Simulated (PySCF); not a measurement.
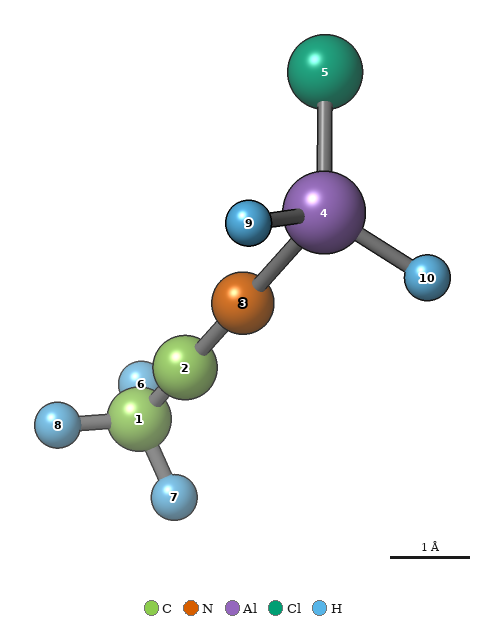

Fig. 1: The structure as given in the input (ball-and-stick view, seen at a tilt; atoms are numbered from 1 in the order of the input). Sticks mark near contacts. Bond lengths as drawn: Al–Cl 2.04 Å, Al–H 1.55 Å, Al–N 2.01 Å, C–C 1.14 Å, C–H 1.09 Å and C–N 1.43 Å.

**Run report: C₂H₅AlClN, excited-state calculation**

- system: C₂H₅AlClN, SMILES CC#[N+][AlH2-][Cl]
- method: TDA KT2/def2-SVPD, vertical, gas phase, core orbitals frozen in the response (PySCF 2.14.0)

Some settings of this run were made unusual or wrong on purpose. The geometry comes from this level: GFN2-xTB, altered.

What the program printed
```
final grid: 83904 points
cycle   1  E = -843.9504002042  dE =  5.743e-01  |g| = 5.583e-01  |ddm| = 1.318e+01
cycle   2  E = -842.8914273395  dE =  1.059e+00  |g| = 1.876e+00  |ddm| = 4.344e+00
cycle   3  E = -843.9929235630  dE = -1.101e+00  |g| = 5.244e-01  |ddm| = 2.739e+00
cycle   4  E = -844.0584778716  dE = -6.555e-02  |g| = 4.728e-02  |ddm| = 1.188e+00
cycle   5  E = -844.0582163001  dE =  2.616e-04  |g| = 5.619e-02  |ddm| = 2.373e-01
cycle   6  E = -844.0590766885  dE = -8.604e-04  |g| = 1.461e-02  |ddm| = 7.814e-02
converged SCF energy = -844.0590766885

Static polarisability (au): isotropic 91.776, principal 63.971 71.611 139.746

Singlet excitations
state   eV       nm        f      main configurations
  1   2.4803    499.9   0.00051   H->L 1.00
  2   2.8693    432.1   0.06509   H->L+1 0.92
  3   3.5684    347.5   0.00465   H-1->L 0.97
  4   3.6045    344.0   0.00082   H-1->L+1 0.98
  5   3.8063    325.7   0.00013   H-2->L 0.94
  6   3.8828    319.3   0.00265   H-2->L+1 0.64, H-3->L 0.34

Triplet excitations (Tamm-Dancoff, eV): 2.2855 2.3896
```

This output came from the following input.

The input
```
{"job": {"kind": "uv", "xc": "KT2", "basis": "def2-SVPD", "nstates": 6, "ntriplets": 2, "tda": true, "scf": {"conv": 0.001, "max_cycle": 77}}, "charge": 0, "multiplicity": 1}
C     -2.185179     0.181237     0.158223
C     -1.056485     0.085010     0.053588
N      0.361567    -0.036341    -0.083775
Al     2.350945    -0.202992    -0.271433
Cl     2.947862    -0.053581     1.675969
H     -2.422732     0.658889     1.108986
H     -2.575183     0.785729    -0.660929
H     -2.638046    -0.809913     0.125502
H      2.375042    -1.612383    -0.919571
H      2.568918     1.033056    -1.182929
```

The first line tells a small driver script what to run in PySCF; the rest is the geometry in Å.

Launch command:
```bash
OMP_NUM_THREADS=1 python <driver script> task.json out
```

Outcome

- outcome: converged
- total energy: −844.059077 hartree
- HOMO: −5.92 eV
- LUMO: −3.47 eV
- dipole moment: 9.64 D
- mean polarisability: 91.78 a.u.
- lowest singlet excitation: 2.48 eV
- hardware: 1 CPU thread, shared host
- wall time: 9.2 s
- peak memory: 0.49 GiB

What went wrong

Some settings of this run were drawn to be unusual or wrong. It converged; results that depend on the unusual settings are not reference values.
